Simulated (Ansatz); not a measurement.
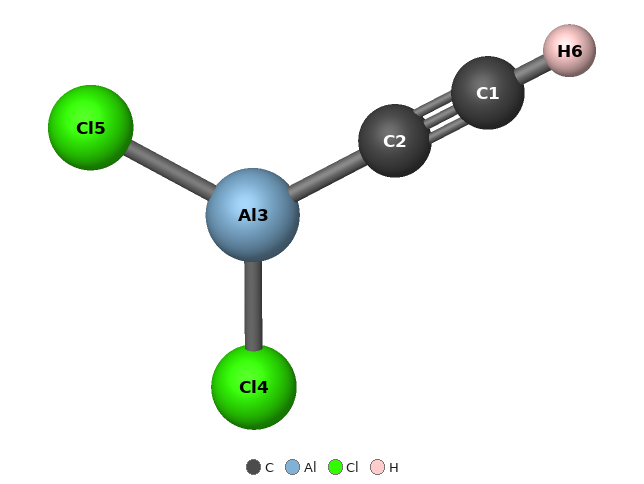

Atoms carry their numbers in the input. Computed geometry: PBE-D4/def2-SVP optimisation. No frequency run is at hand to confirm it as a minimum.

Which atoms are bonded, and how long are the bonds?

| bond | length (Å) |
| --- | --- |
| C1–C2 | 1.232 |
| C1–H6 | 1.084 |
| C2–Al3 | 1.892 |
| Al3–Cl4 | 2.098 |
| Al3–Cl5 | 2.099 |
